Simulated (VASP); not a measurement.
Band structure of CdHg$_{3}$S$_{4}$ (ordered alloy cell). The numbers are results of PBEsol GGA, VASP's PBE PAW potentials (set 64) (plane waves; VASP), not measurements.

Unless said otherwise, spin-orbit coupling is left out, though it shifts the bands of the heavy elements here.

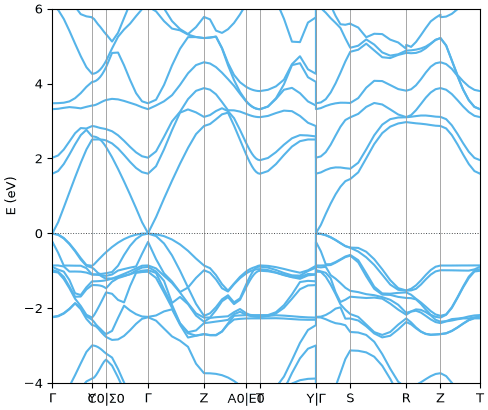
Fig. 1. Bands along high-symmetry lines, zero at the valence-band maximum or, without a gap, the Fermi level

Problem. Read the plot: is there a gap, and where are the band edges?

Solution. It has no gap at this level: it comes out as a metal or semimetal. (Edges off the drawn lines would not show.)

The structure was generated: CdHg3S4 was put into an ordered model structure (Amm2), which need not be its known phase. It was relaxed first.
